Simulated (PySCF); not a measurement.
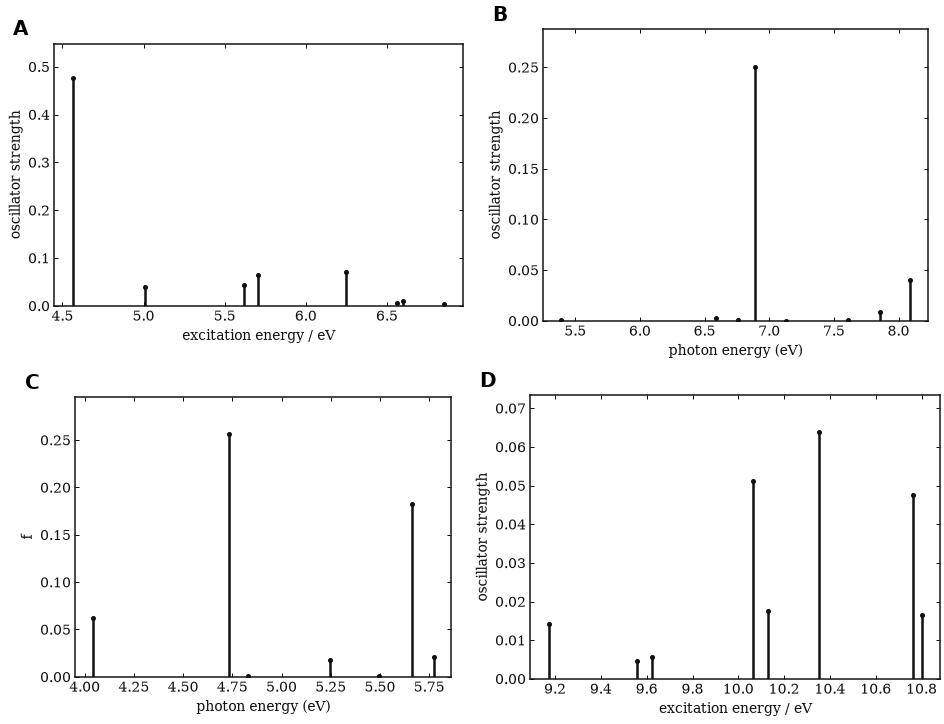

Vertical TDDFT excitations, PBE0/def2-SVPD, PySCF, at a GFN2-xTB geometry (no frequency check), gas phase. Each panel shows the lowest singlet states that were computed.

Pair each panel with its molecule.
1. C₂HBrF₂, SMILES FC(F)=CBr
2. C₆H₇OPS, SMILES C=Cc1pcoc1SC
3. C₇H₆FN, SMILES C=C/C(=C\C#N)C(=C)F
4. C₂H₃F₃ (CHF2CH2F), SMILES FCC(F)F

A: 3 (S1 at 4.57 eV, brightest at 4.57 eV)
B: 1 (S1 at 5.39 eV, brightest at 6.89 eV)
C: 2 (S1 at 4.04 eV, brightest at 4.73 eV)
D: 4 (S1 at 9.17 eV, brightest at 10.35 eV)

Caveats, for all or some of the runs: core orbitals are frozen in the response; one conformer of a flexible molecule; spin-orbit coupling is left out, and with Br it can shift these levels and split any degenerate set; states above the negative HOMO energy depend on the basis; the tight-binding geometry is rougher than a DFT one and adds to the error.
